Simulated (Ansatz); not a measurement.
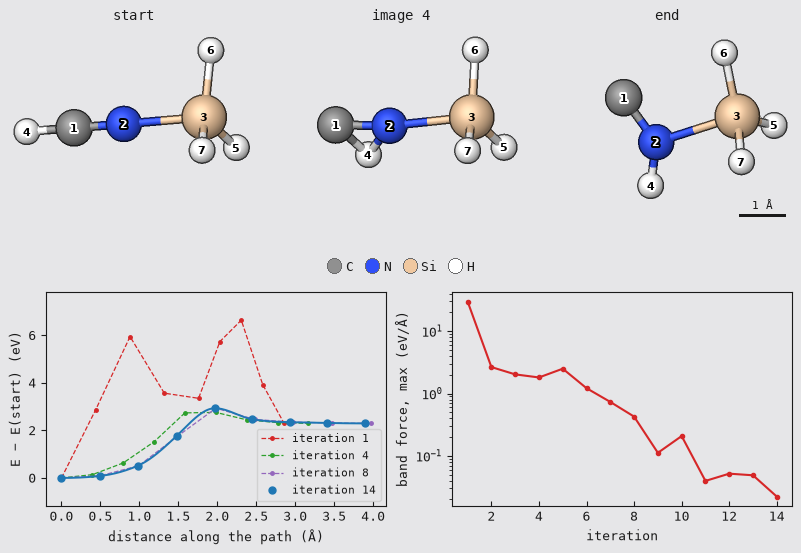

NEB run on CH$_{4}$NSi (charge +1). Images are numbered from 0 (start) to 8 (end). The plot follows the band through its iterations. A ball-and-stick model, seen at a tilt.

Theory: RKS PBE-D4/def2-SVP in Ansatz. Settings: 7 movable images; climbing image; force threshold 0.03 eV/Å; iteration limit 60; starting path through a guess of the saddle point.

Judge this run.

The run is converged, with reservations. The band converged in 14 iterations. The largest component of the band force went from 30 to 0.022 eV/Å. The climbing image converged on the top of the path. Its vibrational analysis gives 2 imaginary modes over 30i cm⁻¹, so it isn't confirmed as a transition state. The first iteration put the highest image at 6.63 eV. The highest point, image 4, lies 2.93 eV above the start and 0.64 eV above the end; the end is at +2.29 eV relative to the start.
